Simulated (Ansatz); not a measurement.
# BN (triplet): one geometry, many settings at distance B1–N2 = 1.029 Å

Aim: run BN (triplet) at one geometry under a spread of methods and options, and see what each costs and gives.

Computed with Ansatz 0.2.0, Gaussian basis. Level: the settings change from run to run.

12 further runs of the same task are left out: 11 that didn't finish, 1 set aside as unsound or not needed.

### 1 The geometry

The geometry derives from a PBE0/def2-TZVP stationary point (not a proven minimum). One bond is set to the value named and the two fragments are kept rigid.

2 atoms, charge 0, spin multiplicity 3.

Atoms are counted from 1 here; the program's logs count them from 0.

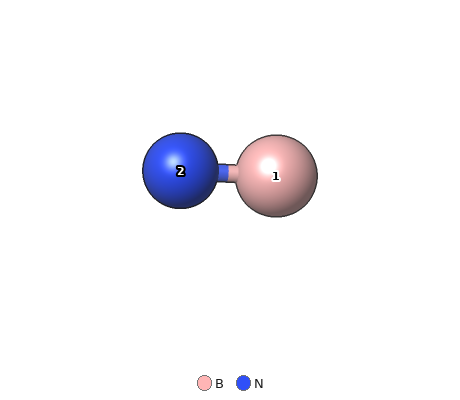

The geometry (boron pink, nitrogen blue); atoms are numbered from 1 in the order of the file.

### 2 MP2 on UHF/6-31G

File in.yaml:

```yaml
crystal:
  periodic: [false, false, false]
  atoms:
    - {symbol: B, position_ang: [0.000000, 0.000000, 0.000000]}
    - {symbol: N, position_ang: [0.000000, 0.000000, 1.029000]}
basis:
  gaussian: {orbitals: 6-31G}
magnetization: {spin_polarized: true, initial_magnetization: 2}
hamiltonian: {pseudopotentials: {relativity: scalar}}
correlation: {method: mp2, electrons: outside_noble_gas}
```

Run with:

```console
$ ansatz run in.yaml --threads 1 --pin off --events-out ev --progress --plain --max-ram 2393MiB
```

What it wrote:

```text
Functional definition: HF
  name "HF"
  cite "Fock, Z. Phys. 61, 126 (1930) doi:10.1007/BF01340294"
  parent pbe
  exchange = exact_x
  correlation = 0
258 factors; integrals over basis functions are off by at most 1.0e-4 eV
mean field evaluation 1: about -2142.4663 eV, gradient 1.8e1 eV
mean field evaluation 2: about -2142.4744 eV, gradient 1.8e1 eV
mean field evaluation 4: about -2144.4375 eV, gradient 3.0e0 eV
mean field evaluation 8: about -2144.7208 eV, gradient 9.6e-2 eV
mean field evaluation 16: about -2144.7691 eV, gradient 7.0e-1 eV
mean field evaluation 32: about -2145.2667 eV, gradient 8.3e-1 eV
mean field -2145.27350472 eV, -78.8373471797 hartree, gradient 8.9e-7 eV, S^2 2.002055; 5 other end points of the search recorded, 0 dependent functions left out
2 core orbitals not correlated: weight in the atoms' cores, before any rotation towards them, 1.000 or more for the frozen orbitals, at most 0.000 for the correlated occupied ones
reference -2145.27350472 eV, -78.8373471797 hartree; 5, 3 occupied and 11, 13 virtual orbitals, 258 factors
second order -3.05930653 eV of doubles, -0.00000000 eV of singles
Total energy: -2148.33281124 eV, -78.9497746208 hartree
Relativity: scalar
```

Run time: 0.12 s. Hardware: 1 thread of Arm Neoverse V2, shared host.

From the report: ⟨S²⟩ of the determinant 2.002 (pure triplet: 2.00).

### 3 NEVPT4(SD)(8,6)/6-31G

File in.yaml:

```yaml
crystal:
  periodic: [false, false, false]
  atoms:
    - {symbol: B, position_ang: [0.000000, 0.000000, 0.000000]}
    - {symbol: N, position_ang: [0.000000, 0.000000, 1.029000]}
basis:
  gaussian: {orbitals: 6-31G}
magnetization: {spin_polarized: false, initial_magnetization: 2}
correlation: {method: fic_nevpt4_sd, electrons: outside_noble_gas, active_space: {window: {electrons: 8, orbitals: 6}}}
```

The command is unchanged.

What it wrote:

```text
Functional definition: HF
  name "HF"
  cite "Fock, Z. Phys. 61, 126 (1930) doi:10.1007/BF01340294"
  parent pbe
  exchange = exact_x
  correlation = 0
258 factors; integrals over basis functions are off by at most 1.0e-4 eV
mean field evaluation 1: about -2141.6622 eV, gradient 2.2e1 eV
mean field evaluation 2: about -2141.6695 eV, gradient 2.2e1 eV
mean field evaluation 4: about -2143.6323 eV, gradient 3.6e0 eV
mean field evaluation 8: about -2143.7372 eV, gradient 4.8e-4 eV
mean field evaluation 16: about -2143.9194 eV, gradient 2.0e0 eV
mean field evaluation 32: about -2143.7372 eV, gradient 2.5e-6 eV
mean field -2144.30861815 eV, -78.8018882526 hartree, gradient 2.3e-6 eV, S^2 2.000000; 7 other end points of the search recorded, 0 dependent functions left out
reference -2144.30861815 eV, -78.8018882526 hartree; 7, 5 occupied and 11, 13 virtual orbitals, 258 factors
state -2144.95571708 eV, -78.8256686995 hartree
state -2144.95571708 eV, -78.8256686995 hartree; corrected -2147.81183288 eV, -78.9306290190 hartree
Total energy: -2147.81183288 eV, -78.9306290190 hartree
```

It took 0.51 s on 1 thread of Arm Neoverse V2, shared host.

From the report: 65 determinants; active occupations 2.00, 2.00, 1.96, 1.00, 1.00, 0.04.

### 4 BCCD on ROHF/6-31G

in.yaml: that of step 3 with these lines changed.

```diff
@@ -8,2 +8,2 @@
 magnetization: {spin_polarized: false, initial_magnetization: 2}
-correlation: {method: fic_nevpt4_sd, electrons: outside_noble_gas, active_space: {window: {electrons: 8, orbitals: 6}}}
+correlation: {method: bccd, electrons: outside_noble_gas, diis_vectors: 2}
```

Same command.

What it wrote, cut to the lines that bear on the results:

```text
Functional definition: HF
  name "HF"
  cite "Fock, Z. Phys. 61, 126 (1930) doi:10.1007/BF01340294"
  parent pbe
[...]
258 factors; integrals over basis functions are off by at most 1.0e-4 eV
[...]
mean field -2144.30861815 eV, -78.8018882526 hartree, gradient 2.3e-6 eV, S^2 2.000000; 8 other end points of the search recorded, 0 dependent functions left out
[...]
determinant -2144.30861815 eV, -78.8018882526 hartree, with singles and doubles -2147.82759775 eV, -78.9312083674 hartree
determinant -2143.73722249 eV, -78.7808898492 hartree, with singles and doubles -2146.88189635 eV, -78.8964544819 hartree
2 core orbitals not correlated: weight in the atoms' cores, before any rotation towards them, 1.000 or more for the frozen orbitals, at most 0.000 for the correlated occupied ones
reference -2144.30861815 eV, -78.8018882526 hartree; 5, 3 occupied and 11, 13 virtual orbitals, 258 factors
second order -3.06713268 eV of doubles, -0.02168188 eV of singles
cycle   1  -3.50876219 eV  change    1.0e-2 eV  update   1.0e-2
[...]
cycle  11  -3.50508696 eV  change   -4.4e-6 eV  update   1.7e-6
Total energy: -2147.81370511 eV, -78.9306978224 hartree
```

It took 0.45 s on 1 thread of Arm Neoverse V2, shared host.

From the report: correlation -3.5051 eV; largest double amplitude 0.06.

### 5 BCCD/6-31G

File in.yaml:

```yaml
crystal:
  periodic: [false, false, false]
  atoms:
    - {symbol: B, position_ang: [0.000000, 0.000000, 0.000000]}
    - {symbol: N, position_ang: [0.000000, 0.000000, 1.029000]}
basis:
  gaussian: {orbitals: 6-31G}
magnetization: {spin_polarized: true, initial_magnetization: 2}
hamiltonian: {xc: {name: B3LYP}}
correlation: {method: bccd, electrons: valence}
```

The command is unchanged.

What it wrote, cut to the lines that bear on the results:

```text
Functional definition: B3LYP
  name "B3LYP"
  cite "Stephens, Devlin, Chabalowski & Frisch, J. Phys. Chem. 98, 11623 (1994) doi:10.1021/j100096a001"
  cite "Becke, Phys. Rev. A 38, 3098 (1988) doi:10.1103/PhysRevA.38.3098"
  cite "Lee, Yang & Parr, Phys. Rev. B 37, 785 (1988) doi:10.1103/PhysRevB.37.785"
  cite "Vosko, Wilk & Nusair, Can. J. Phys. 58, 1200 (1980) doi:10.1139/p80-159"
[...]
258 factors; integrals over basis functions are off by at most 1.0e-4 eV
[...]
mean field -2155.95046766 eV, -79.2297183307 hartree, gradient 2.1e-6 eV, S^2 2.000852; 4 other end points of the search recorded, 0 dependent functions left out
2 core orbitals not correlated: weight in the atoms' cores, before any rotation towards them, 1.000 or more for the frozen orbitals, at most 0.000 for the correlated occupied ones
reference -2144.21056487 eV, -78.7982848607 hartree; 5, 3 occupied and 11, 13 virtual orbitals, 258 factors
second order -3.17786383 eV of doubles, -0.08704204 eV of singles
cycle   1  -3.34282976 eV  change   -8.2e-2 eV  update   5.8e-2
[...]
cycle  11  -3.57694959 eV  change    5.4e-7 eV  update   7.1e-6
Total energy: -2147.78751445 eV, -78.9297353334 hartree
```

Run time: 0.69 s. Hardware: 1 thread of Arm Neoverse V2, shared host.

From the report: ⟨S²⟩ of the determinant 2.001 (pure triplet: 2.00); correlation -3.5769 eV; largest double amplitude 0.06.

### 6 NEVPT4(SD)(4,6)/6-31G

File in.yaml:

```yaml
crystal:
  periodic: [false, false, false]
  atoms:
    - {symbol: B, position_ang: [0.000000, 0.000000, 0.000000]}
    - {symbol: N, position_ang: [0.000000, 0.000000, 1.029000]}
basis:
  gaussian: {orbitals: 6-31G}
magnetization: {spin_polarized: false, initial_magnetization: 2}
correlation: {method: fic_nevpt4_sd, electrons: valence, active_space: {window: {electrons: 4, orbitals: 6}}}
```

The command is unchanged.

What it wrote, cut to the lines that bear on the results:

```text
Functional definition: HF
  name "HF"
  cite "Fock, Z. Phys. 61, 126 (1930) doi:10.1007/BF01340294"
  parent pbe
[...]
258 factors; integrals over basis functions are off by at most 1.0e-4 eV
[...]
mean field -2144.30861815 eV, -78.8018882526 hartree, gradient 2.3e-6 eV, S^2 2.000000; 7 other end points of the search recorded, 0 dependent functions left out
reference -2144.30861815 eV, -78.8018882526 hartree; 7, 5 occupied and 11, 13 virtual orbitals, 258 factors
state -2145.11973574 eV, -78.8316962742 hartree
state -2145.11973574 eV, -78.8316962742 hartree; corrected -2147.85056511 eV, -78.9320524024 hartree
state -2144.81968869 eV, -78.8206697484 hartree
state -2144.81968869 eV, -78.8206697484 hartree; corrected -2146.87932534 eV, -78.8963599993 hartree
state -2145.11973574 eV, -78.8316962742 hartree; corrected -2147.85056511 eV, -78.9320524024 hartree
Total energy: -2147.85056511 eV, -78.9320524024 hartree
```

Run time: 1.4 s. Hardware: 1 thread of Arm Neoverse V2, shared host.

From the report: 117 determinants; active occupations 1.96, 1.00, 1.00, 0.04, 0.00, 0.00.

### 7 BCCD(T)/cc-pVDZ

File in.yaml:

```yaml
crystal:
  periodic: [false, false, false]
  atoms:
    - {symbol: B, position_ang: [0.000000, 0.000000, 0.000000]}
    - {symbol: N, position_ang: [0.000000, 0.000000, 1.029000]}
basis:
  gaussian: {orbitals: cc-pVDZ}
magnetization: {spin_polarized: true, initial_magnetization: 2}
hamiltonian: {xc: {name: PBE0}}
correlation: {method: bccd_t, electrons: all}
output: {forces: true}
```

The command is unchanged.

What it wrote, cut to the lines that bear on the results:

```text
Functional definition: PBE0
  name "PBE0"
  cite "Adamo & Barone, J. Chem. Phys. 110, 6158 (1999) doi:10.1063/1.478522"
  cite "Perdew, Burke & Ernzerhof, Phys. Rev. Lett. 77, 3865 (1996) doi:10.1103/PhysRevLett.77.3865"
  parent pbe
[...]
269 factors; integrals over basis functions are off by at most 1.3e-3 eV
[...]
mean field -2154.03846538 eV, -79.1594535429 hartree, gradient 7.3e-7 eV, S^2 2.002727; 4 other end points of the search recorded, 0 dependent functions left out
reference -2145.40066642 eV, -78.8420202861 hartree; 7, 5 occupied and 21, 23 virtual orbitals, 269 factors
second order -4.72426096 eV of doubles, -0.11213301 eV of singles
cycle   1  -5.01435811 eV  change   -1.8e-1 eV  update   5.1e-2
[...]
cycle  15  -5.20716710 eV  change    7.7e-8 eV  update   1.1e-7
perturbative correction -0.16140432 eV, -0.0059314995 hartree
[...]
Total energy: -2150.76923784 eV, -79.0393116470 hartree
Atom 0 at     0.000000     0.000000     0.000000 Å, force    -0.000000     0.000000   -35.877308 eV/Å
Atom 1 at     0.000000     0.000000     1.029000 Å, force     0.000000     0.000000    35.877308 eV/Å
Dipole moment:     0.000000    -0.000000     0.043466 e Å
```

Run time: 2.2 s. Hardware: 1 thread of Arm Neoverse V2, shared host.

From the report: ⟨S²⟩ of the determinant 2.003 (pure triplet: 2.00); correlation -5.3686 eV; largest double amplitude 0.05.

### 8 All runs side by side

Where basis and cores are those of an earlier FCI/6-31G run (-2147.9429 eV), and the state is the same kind, the miss against it is given.

```
                             level         correlated  functions  energy (eV)  from FCI (meV)    time
 MP2 on UHF/6-31G (relativity set)  outside noble gas         18   -2148.3328                  0.12 s
             NEVPT4(SD)(8,6)/6-31G  outside noble gas         18   -2147.8118           131.0  0.51 s
                BCCD on ROHF/6-31G  outside noble gas         18   -2147.8137           129.1  0.45 s
    BCCD/6-31G (on B3LYP orbitals)            valence         18   -2147.7875           155.3  0.69 s
             NEVPT4(SD)(4,6)/6-31G            valence         18   -2147.8506                   1.4 s
BCCD(T)/cc-pVDZ (on PBE0 orbitals)                all         28   -2150.7692                   2.2 s
```

### 9 What came out

```
quantity                                      value
    runs                                          6
quickest  MP2 on UHF/6-31G (relativity set), 0.12 s
 slowest  BCCD(T)/cc-pVDZ (on PBE0 orbitals), 2.2 s
```

**Reading.** Total energies in different bases, with other cores or another treatment of relativity can't be set against each other. BCCD(T)/cc-pVDZ (on PBE0 orbitals) took 18 times as long as MP2 on UHF/6-31G (relativity set); the jobs differ in more than the method. Among the correlated runs with a miss given, it spans +129 to +155 meV. Cores frozen from Kohn-Sham orbitals shift the total energy.
